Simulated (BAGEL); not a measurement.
**CHClFNOSi (SMILES O=C=N[SiH](F)Cl), step by step**

Aim: the energy (HF/def2-SVP), then a single-point energy (NEVPT2(2,2)/def2-SVP) of CHClFNOSi. 

Program for the calculation: BAGEL 1.2.2.

2 further runs of the same task are left out: 2 set aside as unsound or not needed.

### 1 The system as given

CHClFNOSi: 7 atoms, total charge 0, spin state singlet. As SMILES, `O=C=N[SiH](F)Cl`. The Si4–F5 distance was set to 3.004 Å, away from the relaxed value. At this shape a bond of the SMILES string is far longer than usual.

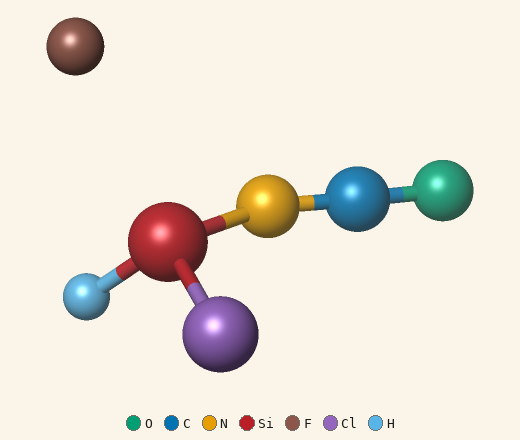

Viewed from a chosen angle; oxygen teal, carbon blue, nitrogen amber, silicon red, fluorine brown, chlorine purple, hydrogen blue.

### 2 A single-point energy at HF/def2-SVP (density fitting with svp-jkfit) (run 1)

Input file job.json:

```json
{ "bagel" : [

{
  "title" : "molecule",
  "basis" : "svp",
  "df_basis" : "svp-jkfit",
  "angstrom" : "true",
  "geometry" : [
    { "atom" : "O", "xyz" : [      -0.257510,      -2.871130,       2.439630 ] },
    { "atom" : "C", "xyz" : [      -0.560510,      -2.073330,       1.655530 ] },
    { "atom" : "N", "xyz" : [      -0.873410,      -1.284630,       0.809230 ] },
    { "atom" : "Si", "xyz" : [      -1.346910,       0.208370,       0.184230 ] },
    { "atom" : "F", "xyz" : [       0.917700,       1.292700,      -1.464400 ] },
    { "atom" : "Cl", "xyz" : [      -1.725610,       1.519970,       1.684930 ] },
    { "atom" : "H", "xyz" : [      -2.528810,       0.058070,      -0.669270 ] }
  ]
},

{
  "title" : "hf"
},

{
  "title" : "print",
  "file" : "orbitals.molden",
  "orbitals" : "true"
}

]}
```

Launch:

```
$ BAGEL_NUM_THREADS=1 BAGEL job.json > job.out
```

What it wrote:

```text
* using 1 threads per process

  ===============================================================
  ===============================================================

  *** Geometry ***

  { "atom" : "O", "xyz" : [     -0.486623,     -5.425649,      4.610233 ] },
  { "atom" : "C", "xyz" : [     -1.059210,     -3.918026,      3.128498 ] },
  { "atom" : "N", "xyz" : [     -1.650506,     -2.427599,      1.529223 ] },
  { "atom" : "Si", "xyz" : [     -2.545291,      0.393762,      0.348144 ] },
  { "atom" : "F", "xyz" : [      1.734202,      2.442849,     -2.767315 ] },
  { "atom" : "Cl", "xyz" : [     -3.260930,      2.872327,      3.184056 ] },
  { "atom" : "H", "xyz" : [     -4.778758,      0.109736,     -1.264737 ] },

  Number of auxiliary basis functions:      580

  Since a DF basis is specified, we compute 2- and 3-index integrals:
    o Being stored without compression. Storage requirement is 0.044 GB

  Number of basis functions:       97
  Number of electrons      :       62

    * METHOD: MOLECULE                             0.36

  *** RHF ***

  === Nuclear Repulsion ===
   302.2673410177

      * DIIS with orbital gradients will be used.

  === RHF iteration (svp) ===
      0      -1014.72822120          0.01921530           0.14
      1      -1014.48729042          0.02514379           0.13
      2      -1015.09360328          0.00454717           0.13
      3      -1015.11153371          0.00124047           0.12
      4      -1015.11305576          0.00028583           0.12
      5      -1015.11317637          0.00013492           0.12
      6      -1015.11319984          0.00005207           0.12
      7      -1015.11320529          0.00002073           0.12
      8      -1015.11320645          0.00001040           0.12
      9      -1015.11320682          0.00000679           0.13
     10      -1015.11320700          0.00000382           0.13
     11      -1015.11320707          0.00000214           0.13
     12      -1015.11320710          0.00000134           0.13
     13      -1015.11320711          0.00000067           0.13
     14      -1015.11320711          0.00000026           0.13
     15      -1015.11320711          0.00000012           0.13
     16      -1015.11320711          0.00000007           0.13
     17      -1015.11320711          0.00000003           0.13
     18      -1015.11320711          0.00000002           0.13
     19      -1015.11320711          0.00000001           0.13
     20      -1015.11320711          0.00000001           0.13
    * SCF iteration converged.

    * Permanent dipole moment:
           (    2.534627,     1.070925,    -1.509999) a.u.

    * METHOD: HF                                   2.98

    * METHOD: PRINT                                0.02

  ===============================================================
```

It took 3.6 s on 1 thread of Arm Neoverse V1, shared host; peak memory 0.17 GiB.

### 3 A single-point energy at NEVPT2(2,2)/def2-SVP (density fitting with svp-jkfit) (run 2)

Input file input.json:

```json
{ "bagel" : [

{
  "title" : "molecule",
  "basis" : "svp",
  "df_basis" : "svp-jkfit",
  "angstrom" : true,
  "geometry" : [
    { "atom" : "O", "xyz" : [      -0.257510,      -2.871130,       2.439630 ] },
    { "atom" : "C", "xyz" : [      -0.560510,      -2.073330,       1.655530 ] },
    { "atom" : "N", "xyz" : [      -0.873410,      -1.284630,       0.809230 ] },
    { "atom" : "Si", "xyz" : [      -1.346910,       0.208370,       0.184230 ] },
    { "atom" : "F", "xyz" : [       0.917700,       1.292700,      -1.464400 ] },
    { "atom" : "Cl", "xyz" : [      -1.725610,       1.519970,       1.684930 ] },
    { "atom" : "H", "xyz" : [      -2.528810,       0.058070,      -0.669270 ] }
  ]
},

{ "title" : "hf" },

{ "title" : "casscf", "nstate" : 1, "nact" : 2, "nclosed" : 30, "active" : [31, 32], "maxiter" : 200, "natocc" : true },

{ "title" : "nevpt2", "nstate" : 1, "nact" : 2, "nclosed" : 30, "active" : [31, 32], "maxiter" : 200, "natocc" : true, "ncore" : 14 },

{ "title" : "print", "file" : "orbitals.molden", "orbitals" : true }

]}
```

Launch:

```
$ BAGEL_NUM_THREADS=1 BAGEL input.json > input.out
```

What it wrote:

```text
* using 1 threads per process

  ===============================================================
  ===============================================================

  *** Geometry ***

  { "atom" : "O", "xyz" : [     -0.486623,     -5.425649,      4.610233 ] },
  { "atom" : "C", "xyz" : [     -1.059210,     -3.918026,      3.128498 ] },
  { "atom" : "N", "xyz" : [     -1.650506,     -2.427599,      1.529223 ] },
  { "atom" : "Si", "xyz" : [     -2.545291,      0.393762,      0.348144 ] },
  { "atom" : "F", "xyz" : [      1.734202,      2.442849,     -2.767315 ] },
  { "atom" : "Cl", "xyz" : [     -3.260930,      2.872327,      3.184056 ] },
  { "atom" : "H", "xyz" : [     -4.778758,      0.109736,     -1.264737 ] },

  Number of auxiliary basis functions:      580

  Since a DF basis is specified, we compute 2- and 3-index integrals:
    o Being stored without compression. Storage requirement is 0.044 GB

  Number of basis functions:       97
  Number of electrons      :       62

    * METHOD: MOLECULE                             0.35

  *** RHF ***

  === Nuclear Repulsion ===
   302.2673410177

      * DIIS with orbital gradients will be used.

  === RHF iteration (svp) ===
      0      -1014.72822120          0.01921530           0.13
      1      -1014.48729042          0.02514379           0.13
      2      -1015.09360328          0.00454717           0.13
      3      -1015.11153371          0.00124047           0.13
      4      -1015.11305576          0.00028583           0.13
      5      -1015.11317637          0.00013492           0.13
      6      -1015.11319984          0.00005207           0.13
      7      -1015.11320529          0.00002073           0.13
      8      -1015.11320645          0.00001040           0.13
      9      -1015.11320682          0.00000679           0.13
     10      -1015.11320700          0.00000382           0.13
     11      -1015.11320707          0.00000214           0.13
     12      -1015.11320710          0.00000134           0.13
     13      -1015.11320711          0.00000067           0.13
     14      -1015.11320711          0.00000026           0.13
     15      -1015.11320711          0.00000012           0.13
     16      -1015.11320711          0.00000007           0.13
     17      -1015.11320711          0.00000003           0.13
     18      -1015.11320711          0.00000002           0.13
     19      -1015.11320711          0.00000001           0.13
     20      -1015.11320711          0.00000001           0.13
    * SCF iteration converged.

    * Permanent dipole moment:
           (    2.534627,     1.070925,    -1.509999) a.u.

    * METHOD: HF                                   3.02

  ---------------------------
      CASSCF calculation
  ---------------------------

    ==== Active orbitals : =====
         Orbital 31
         Orbital 32
    ============================

    * nstate   :      1
    * nclosed  :     30
    * nact     :      2
    * nvirt    :     65
  === CASSCF iteration (svp) ===

    * Using the second-order algorithm

      0  0     -1015.13730090     9.72e-03      0.03

      1  0     -1015.17361243     3.00e-03      0.69

      2  0     -1015.18055483     2.75e-03      0.79

      3  0     -1015.18325144     1.66e-03      0.86

      4  0     -1015.18411975     8.57e-04      0.82

      5  0     -1015.18434870     4.16e-04      0.90

      6  0     -1015.18440289     1.97e-04      0.90

      7  0     -1015.18441505     9.21e-05      0.89

      8  0     -1015.18441771     4.28e-05      0.89

      9  0     -1015.18441828     1.98e-05      0.91

     10  0     -1015.18441841     9.18e-06      0.86

     11  0     -1015.18441843     4.25e-06      0.90

     12  0     -1015.18441844     1.96e-06      0.89

     13  0     -1015.18441844     9.09e-07      0.84

     14  0     -1015.18441844     4.20e-07      0.80

     15  0     -1015.18441844     1.94e-07      0.83

     16  0     -1015.18441844     8.99e-08      0.75

     17  0     -1015.18441844     4.16e-08      0.62

     18  0     -1015.18441844     1.92e-08      0.61

     19  0     -1015.18441844     8.90e-09      0.60

    * Second-order optimization converged. *

     guess   0:   closed 1.                   open ..

  === FCI iteration ===

      0  0     -1015.06833256     1.22e-01      0.00
      1  0     -1015.15446958     4.59e-02      0.00
      2  0 *   -1015.18441844     4.68e-16      0.00

     * ci vector, state   0, <S^2> = 0.0000
       2.     0.8889105366
       .2    -0.4580808421

    * METHOD: CASSCF                              15.67

    * freezing 14 orbitals

  === DF-NEVPT2 calculation ===

    * 3-index integral transformation done
    * assembly done

      NEVPT2 correlation energy:   -0.8137621876      0.30

          (+0)     -0.7195521356
          (+0)'    -0.0213354177
          (+1)     -0.0204181160
          (+1)'    -0.0000000000
          (+2)     -0.0003879489
          (-1)     -0.0508390311
          (-1)'     0.0000000000
          (-2)     -0.0012295384

      NEVPT2 total energy:       -1015.9981806283

    * METHOD: NEVPT2                               0.53

    * METHOD: PRINT                                0.02

  ===============================================================
```

Wall time 20 s (1 thread of Arm Neoverse V1, shared host); peak memory 0.17 GiB.

### 4 Summary of results

```
                                 quantity           value
         run 1, HF/def2-SVP: total energy  -1015.11321 Eh
        run 1, HF/def2-SVP: dipole moment          7.98 D
          run 1, HF/def2-SVP: HOMO energy       -10.51 eV
          run 1, HF/def2-SVP: LUMO energy        -1.32 eV
        run 1, HF/def2-SVP: HOMO–LUMO gap         9.19 eV
run 2, NEVPT2(2,2)/def2-SVP: total energy  -1015.99818 Eh
```

One bond (run 1, HF/def2-SVP) is far stretched, which a spin-restricted single reference describes badly; a broken-symmetry solution may lie lower.
